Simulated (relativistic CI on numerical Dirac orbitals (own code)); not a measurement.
**Relativistic CI calculation, with input and output: Cl**

System: Cl.
Method: Dirac-Coulomb-Breit CI, KLI orbitals optimised for each configuration, model QED (radiative potential, 1s self-energy scaled to tabulated hydrogen-like ionisation energies), valence Slater integrals scaled by 0.85, P86 correlation energy added to each configuration (relativistic CI on numerical Dirac orbitals, in-house).

### The input
```
atom Cl  Z=17  charge=0  electrons=17
nucleus A=35  rms_radius_fm=3.3654
hamiltonian dirac-coulomb  breit=on  qed=on  c_scale=1
orbitals kli  potential=per-configuration
slater_scale 0.85
correlation p86
mixing on
configurations
  [Ne] 3s2 3p5
  [Ne] 3s2 3p4 4s
  [Ne] 3s2 3p4 4p
  [Ne] 3s 3p6
  [Ne] 3s2 3p4 3d
  [Ne] 3s2 3p4 5s
  [Ne] 3s2 3p4 5p
  [Ne] 3s2 3p4 4d
  [Ne] 3s2 3p4 4f
  [Ne] 3s2 3p4 5d
  [Ne] 3s2 3p4 5f
  [Ne] 3s2 3p4 5g
  [Ne] 3s 3p5 3d
  [Ne] 3s2 3p3 3d2
  [Ne] 3s2 3p2 3d2 4s
  [Ne] 3s2 3p2 3d2 4p
  [Ne] 3s2 3p2 3d3
  [Ne] 3s2 3p2 3d2 5s
  [Ne] 3s2 3p2 3d2 5p
  [Ne] 3s2 3p3 4s2
  [Ne] 3s2 3p2 4s2 4p
  [Ne] 3s2 3p2 3d 4s2
  [Ne] 3s2 3p2 4s2 5s
  [Ne] 3s2 3p2 4s2 5p
end
```

The run was one of a batch that the task file lists, launched with:
```bash
python <driver script> task.json out
```

The program writes its results to a structured record and prints no log; tables and figures of this report are taken from that record.

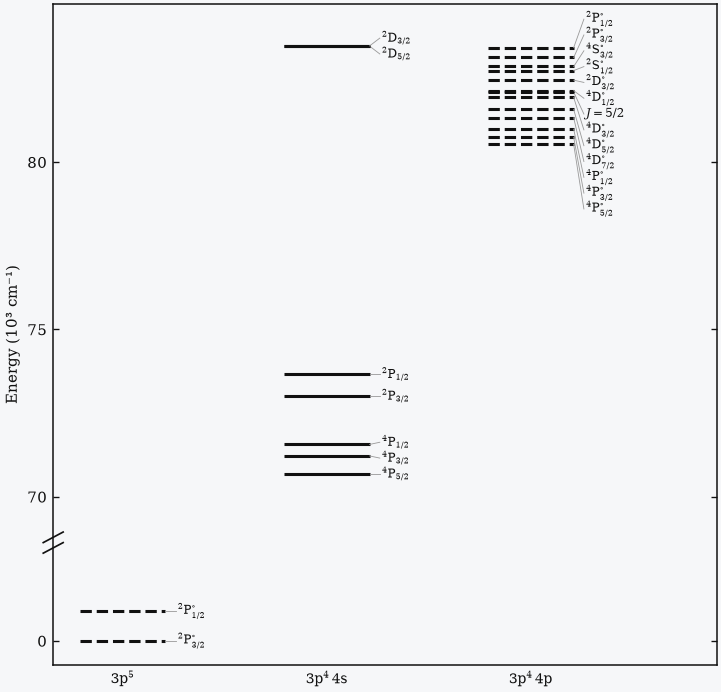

**Figure 1.** Level diagram of the Cl atom. The lowest level is 3p⁵ ²P°₃/₂. The first excited level, 3p⁵ ²P°₁/₂, lies at 885 cm⁻¹. The lowest level of opposite parity, 3p⁴ 4s ⁴P₅/₂, is at 70,700 cm⁻¹. The levels are in intermediate coupling, nearer LS (mean leading weight 85 % in LS and 59 % in jj).

```csv
Configuration,Level,E (cm⁻¹),LS purity (%)
3p⁵,²P°₃/₂,0,99
3p⁵,²P°₁/₂,885,99
3p⁴ 4s,⁴P₅/₂,"70,680",98
3p⁴ 4s,⁴P₃/₂,"71,220",96
3p⁴ 4s,⁴P₁/₂,"71,560",98
3p⁴ 4s,²P₃/₂,"73,010",96
3p⁴ 4s,²P₁/₂,"73,660",98
3p⁴ 4p,⁴P°₅/₂,"80,530",93
3p⁴ 4p,⁴P°₃/₂,"80,740",91
3p⁴ 4p,⁴P°₁/₂,"80,980",95
3p⁴ 4p,⁴D°₇/₂,"81,320",98
3p⁴ 4p,⁴D°₅/₂,"81,570",58
3p⁴ 4p,⁴D°₃/₂,"81,930",77
3p⁴ 4p,[3p₁/₂ (3p₃/₂)³ 4p₃/₂] J = 5/2,"82,090",59
3p⁴ 4p,⁴D°₁/₂,"82,140",95
3p⁴ 4p,²D°₃/₂,"82,450",68
3p⁴ 4p,²S°₁/₂,"82,730",58
3p⁴ 4p,⁴S°₃/₂,"82,860",67
```

### Key numbers

| quantity | value |
| --- | --- |
| outcome | converged |
| lowest level | 3p⁵ ²P°₃/₂ |
| first excited level | 3p⁵ ²P°₁/₂, 885 cm⁻¹ |
| ionisation energy | 12.987 eV |
| levels computed | 2373 |
| SCF iterations | 267 |
| hardware | 1 thread of Arm Neoverse N1, 16 GiB of memory available, shared host |
| wall time | 2.8 s |

### Notes

To bear in mind: near-neutral ion: configurations can be misplaced by up to about 10000 cm⁻¹, over 20000 where the f count changes; rates and lifetimes follow the computed energies and can be off by orders of magnitude; only a limited list of configurations is included, so lower levels can be missing.
